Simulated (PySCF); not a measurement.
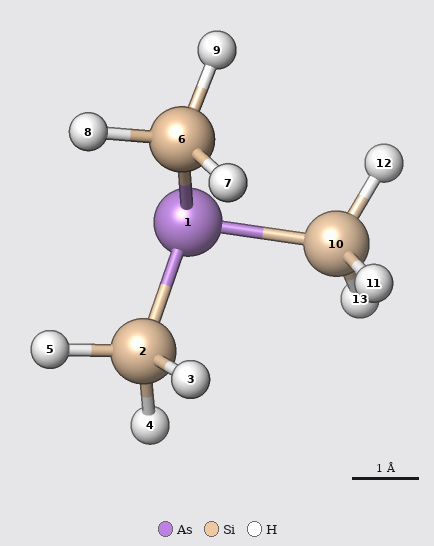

**Figure 1.** The input geometry (ball-and-stick view, seen at a tilt; atoms are numbered from 1 in the order of the input). Bond lengths as drawn: As–Si 2.26 to 2.43 Å and H–Si 1.39 to 1.52 Å.

Geometry relaxation, with input and output: Si₃AsH₉

System: Si₃AsH₉ (As(SiH3)3), SMILES [SiH3][As]([SiH3])[SiH3].
Method: PBE0-D3(BJ)/def2-SVP geometry optimisation, gas phase (PySCF 2.14.0).

It belongs to a series of runs on one base structure; here: ligand (all three): Me to SiH3.

The program's output:
```
step   0  E = -3108.58323358  max force = 0.039569
step   1  E = -3108.59558900  max force = 0.008533
step   2  E = -3108.59626371  max force = 0.003238
step   3  E = -3108.59644990  max force = 0.000630
step   4  E = -3108.59648925  max force = 0.000802
step   5  E = -3108.59651073  max force = 0.000291
step   6  E = -3108.59651462  max force = 0.000084
optimisation converged
```

Trajectory as extended XYZ (Å, eV, eV/Å), 7 frames, from step=0 to step=6:
```
13
Properties=species:S:1:pos:R:3:forces:R:3 step=0 energy=-84588.85834
As    0.0626   -0.0698    1.2264   -1.0131   1.1182   1.0045
Si    1.9989   -0.0160    0.0594    1.2936  -0.7290  -0.9359
H     1.8414    0.0104   -1.4276   -0.0882  -0.0463  -0.0470
H     2.8972   -1.1906    0.4047   -0.4140   0.1380  -0.0394
H     2.8074    1.1517    0.4123    0.1207   0.6218   0.2612
Si   -1.0113    1.7728    0.0626    0.5504  -0.1517   0.6085
H    -0.9639    1.6310   -1.3963   -0.0689  -0.1869  -0.5312
H    -0.2761    3.0383    0.3798    0.0247  -0.1079   0.1208
H    -2.4098    1.9112    0.5367   -0.1629  -0.1003   0.0541
Si   -1.0266   -1.7640    0.1360   -0.3713   1.0717  -1.2138
H    -0.9513   -1.7243   -1.3359    0.1003   0.1891  -0.4740
H    -2.4317   -1.8042    0.4594   -1.0228   0.2180   0.4030
H    -0.5064   -2.9986    0.5046    1.0516  -2.0347   0.7892
13
Properties=species:S:1:pos:R:3:forces:R:3 step=1 energy=-84589.19455
As    0.0342   -0.0266    1.2576   -0.1608   0.1842   0.3788
Si    2.0243    0.0040    0.0344    0.4388  -0.0092  -0.2693
H     1.8441    0.0071   -1.4536   -0.0637  -0.0012   0.0431
H     2.8562   -1.1829    0.4022   -0.0868  -0.0443   0.0189
H     2.8119    1.2217    0.4105   -0.1267   0.0062   0.0198
Si   -0.9885    1.7486    0.0779    0.1112  -0.0246  -0.0434
H    -0.9369    1.5518   -1.4052   -0.0692   0.0050   0.0193
H    -0.2510    3.0043    0.4129   -0.0121  -0.0070   0.0202
H    -2.4022    1.8612    0.5431   -0.0177  -0.0074  -0.0383
Si   -1.0489   -1.7587    0.1115   -0.1339  -0.2875  -0.2931
H    -0.9372   -1.6755   -1.3840    0.0272   0.0454   0.0922
H    -2.5053   -1.7378    0.4656    0.0926   0.0515   0.0364
H    -0.4701   -3.0694    0.5493    0.0014   0.0891   0.0155
13
Properties=species:S:1:pos:R:3:forces:R:3 step=2 energy=-84589.21291
As    0.0324   -0.0167    1.2841   -0.0286   0.0402   0.1665
Si    2.0248   -0.0049    0.0290    0.1324   0.0128  -0.0761
H     1.8078   -0.0085   -1.4518   -0.0275  -0.0008   0.0106
H     2.8333   -1.2049    0.4011   -0.0232  -0.0182   0.0034
H     2.7946    1.2229    0.4005   -0.0349  -0.0123  -0.0065
Si   -0.9836    1.7429    0.0820    0.0369  -0.0143  -0.0331
H    -0.9405    1.5353   -1.3997   -0.0280   0.0073   0.0107
H    -0.2547    3.0035    0.4149   -0.0088   0.0094   0.0015
H    -2.4026    1.8522    0.5338   -0.0112   0.0055  -0.0203
Si   -1.0367   -1.7527    0.1040   -0.0349  -0.1247  -0.0624
H    -0.9044   -1.6418   -1.3837    0.0134   0.0172   0.0263
H    -2.4898   -1.7210    0.4604    0.0412  -0.0009   0.0002
H    -0.4501   -3.0584    0.5475   -0.0267   0.0787  -0.0210
13
Properties=species:S:1:pos:R:3:forces:R:3 step=3 energy=-84589.21798
As    0.0336   -0.0090    1.3137    0.0123   0.0006   0.0206
Si    2.0198   -0.0135    0.0284   -0.0324   0.0040   0.0128
H     1.7655   -0.0238   -1.4456   -0.0022   0.0004  -0.0038
H     2.8132   -1.2243    0.3966    0.0091   0.0009  -0.0049
H     2.7906    1.2158    0.3842    0.0171  -0.0086  -0.0109
Si   -0.9806    1.7384    0.0866   -0.0019  -0.0075  -0.0035
H    -0.9411    1.5182   -1.3929    0.0043  -0.0022   0.0009
H    -0.2619    3.0075    0.4100   -0.0044   0.0051  -0.0050
H    -2.4048    1.8488    0.5238   -0.0005   0.0046  -0.0018
Si   -1.0237   -1.7430    0.1039    0.0108   0.0008   0.0263
H    -0.8721   -1.6038   -1.3776    0.0014   0.0027  -0.0059
H    -2.4766   -1.7185    0.4524   -0.0008  -0.0165  -0.0096
H    -0.4311   -3.0449    0.5386   -0.0127   0.0158  -0.0152
13
Properties=species:S:1:pos:R:3:forces:R:3 step=4 energy=-84589.21905
As    0.0344   -0.0044    1.3281    0.0139  -0.0040  -0.0052
Si    2.0140   -0.0164    0.0292   -0.0413  -0.0036   0.0170
H     1.7443   -0.0293   -1.4420    0.0011   0.0014  -0.0044
H     2.8045   -1.2309    0.3920    0.0095   0.0030  -0.0040
H     2.7950    1.2094    0.3734    0.0171  -0.0039  -0.0058
Si   -0.9795    1.7360    0.0893   -0.0108   0.0018  -0.0015
H    -0.9369    1.5060   -1.3886    0.0086  -0.0037  -0.0009
H    -0.2655    3.0098    0.4049   -0.0016   0.0023  -0.0034
H    -2.4058    1.8480    0.5198    0.0017   0.0022   0.0028
Si   -1.0183   -1.7361    0.1073    0.0117   0.0216   0.0206
H    -0.8601   -1.5840   -1.3722   -0.0021   0.0010  -0.0066
H    -2.4725   -1.7221    0.4488   -0.0073  -0.0101  -0.0044
H    -0.4228   -3.0381    0.5324   -0.0005  -0.0079  -0.0042
13
Properties=species:S:1:pos:R:3:forces:R:3 step=5 energy=-84589.21963
As    0.0357    0.0006    1.3397    0.0046   0.0015  -0.0091
Si    2.0074   -0.0192    0.0295   -0.0150  -0.0062   0.0046
H     1.7255   -0.0325   -1.4397    0.0008   0.0018  -0.0017
H     2.7966   -1.2369    0.3853    0.0023   0.0011  -0.0019
H     2.8021    1.2009    0.3630    0.0058  -0.0002   0.0001
Si   -0.9791    1.7350    0.0912   -0.0076   0.0046  -0.0024
H    -0.9307    1.4944   -1.3849    0.0051  -0.0022  -0.0001
H    -0.2689    3.0130    0.3989    0.0005  -0.0006  -0.0001
H    -2.4067    1.8482    0.5167    0.0020  -0.0006   0.0033
Si   -1.0138   -1.7293    0.1126    0.0033   0.0131   0.0028
H    -0.8540   -1.5664   -1.3660   -0.0035   0.0003  -0.0013
H    -2.4693   -1.7274    0.4492   -0.0041  -0.0012   0.0025
H    -0.4142   -3.0325    0.5269    0.0058  -0.0114   0.0031
13
Properties=species:S:1:pos:R:3:forces:R:3 step=6 energy=-84589.21974
As    0.0366    0.0026    1.3409   -0.0004   0.0043  -0.0036
Si    2.0059   -0.0202    0.0282    0.0001  -0.0040  -0.0012
H     1.7221   -0.0317   -1.4407   -0.0003   0.0013  -0.0007
H     2.7940   -1.2393    0.3815   -0.0011  -0.0006  -0.0014
H     2.8056    1.1971    0.3607    0.0005  -0.0001   0.0007
Si   -0.9790    1.7358    0.0908   -0.0020   0.0017  -0.0023
H    -0.9285    1.4925   -1.3848    0.0013  -0.0005   0.0003
H    -0.2695    3.0145    0.3970    0.0004  -0.0006   0.0007
H    -2.4066    1.8488    0.5162    0.0010  -0.0009   0.0016
Si   -1.0133   -1.7279    0.1153   -0.0001   0.0018  -0.0010
H    -0.8572   -1.5634   -1.3637   -0.0028   0.0003   0.0010
H    -2.4685   -1.7295    0.4542   -0.0003   0.0008   0.0038
H    -0.4109   -3.0313    0.5266    0.0037  -0.0036   0.0022
```

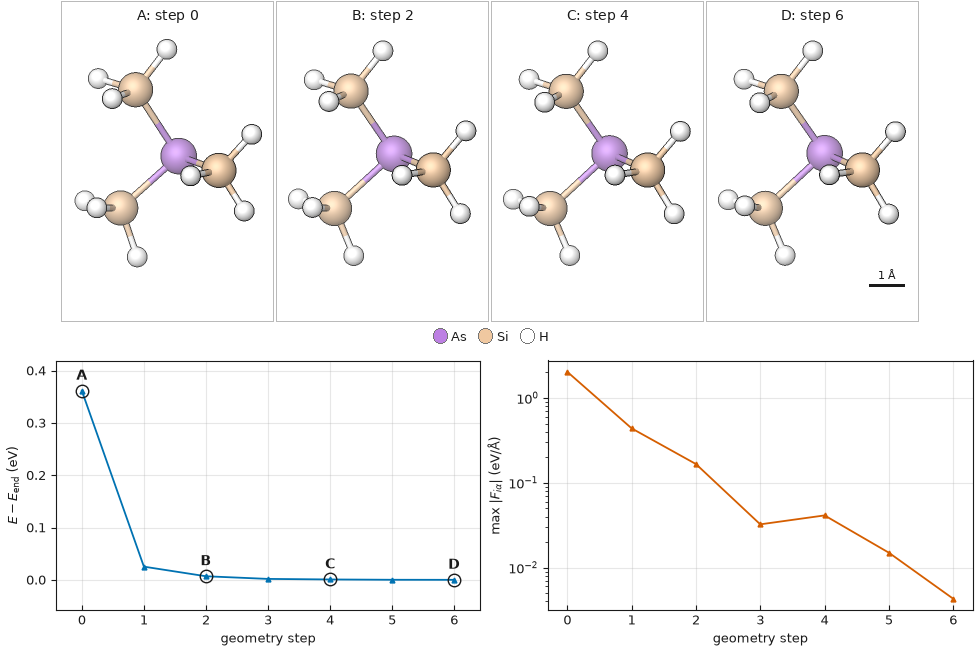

**Figure 2.** Frames of the relaxation (ball-and-stick view, seen at a tilt) above the curves, on which the letters mark them (steps are counted from 0).

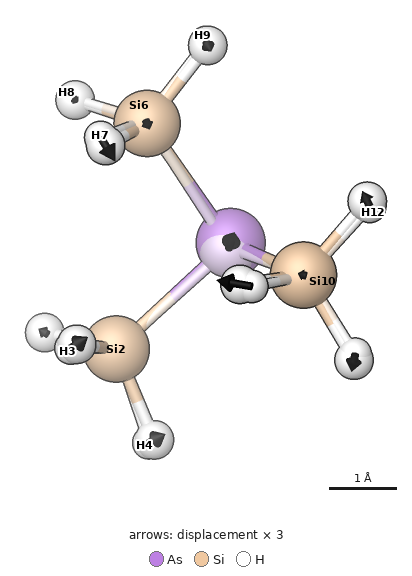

**Figure 3.** Start (faint) and end (solid) with the displacements as black arrows, magnified 3 times (ball-and-stick view, seen at a tilt). The two geometries are laid on each other by the best rigid fit. The largest move after the best rigid fit is that of H11, 0.19 Å. Largest moves by element: H 0.19 Å, As 0.14 Å, Si 0.06 Å. Distances before and after: As1–Si2 2.261 → 2.367 Å, Si10–H13 1.390 → 1.494 Å, As1–Si10 2.290 → 2.366 Å, As1–Si6 2.430 → 2.366 Å. Among the angles that change: Si2–As1–Si10 100.3° → 94.3°, H4–Si2–H5 103.6° → 109.3°, As1–Si10–H12 112.2° → 108.4°. After 6 geometry steps the energy has fallen by 0.361 eV. Largest force component: 2 eV/Å at the start, 0.0043 eV/Å at the end. (Atoms are counted from 1 in the order of the input.)

The run was set up as follows.

Input:
```
{"job": {"xc": "PBE0", "basis": "def2-SVP", "d3": "d3bj", "grid": 1, "maxiter": 40, "shake": 0.03, "kind": "geom"}, "charge": 0, "multiplicity": 1}
As     0.062640    -0.069850     1.226420
Si     1.998920    -0.016030     0.059390
H      1.841420     0.010450    -1.427550
H      2.897240    -1.190570     0.404710
H      2.807450     1.151660     0.412310
Si    -1.011270     1.772770     0.062640
H     -0.963860     1.631010    -1.396280
H     -0.276080     3.038270     0.379780
H     -2.409780     1.911220     0.536720
Si    -1.026580    -1.763960     0.136010
H     -0.951330    -1.724290    -1.335910
H     -2.431720    -1.804180     0.459380
H     -0.506410    -2.998600     0.504590
```

The first line tells a small driver script what to run in PySCF; the rest is the geometry in Å.

Command:
```bash
OMP_NUM_THREADS=1 python <driver script> task.json out
```

Summary:

- outcome: converged
- total energy: −3108.596515 hartree
- dipole moment: 0.52 D
- point group: C1
- hardware: 1 CPU thread, shared host
- wall time: 2.1 min
- peak memory: 0.49 GiB
